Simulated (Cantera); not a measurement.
A closed system holds: 1 mol AlN, 0.12 mol N2, equilibrated at 1652 °C.

Equilibrium computed with Cantera from the NASA thermochemical tables; the gas is ideal and each condensed phase is pure. Candidate condensed phases: Al, AlN; 5 gas species. Kinetics and transport are ignored.

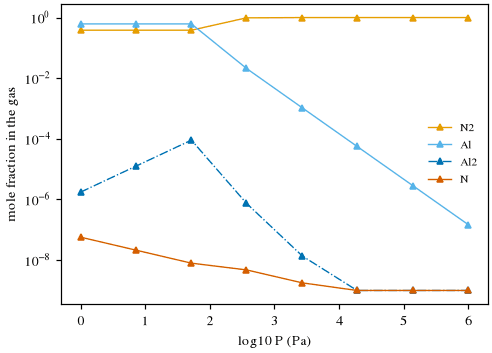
Figure. Equilibrium gas composition (values under 1e-9 drawn at 1e-9)

From 1.00e-5 bar to 0.000520 bar nothing is condensed. From 0.00370 bar to 10.0 bar the condensed part is AlN(s). The main Al-bearing gas is Al throughout.
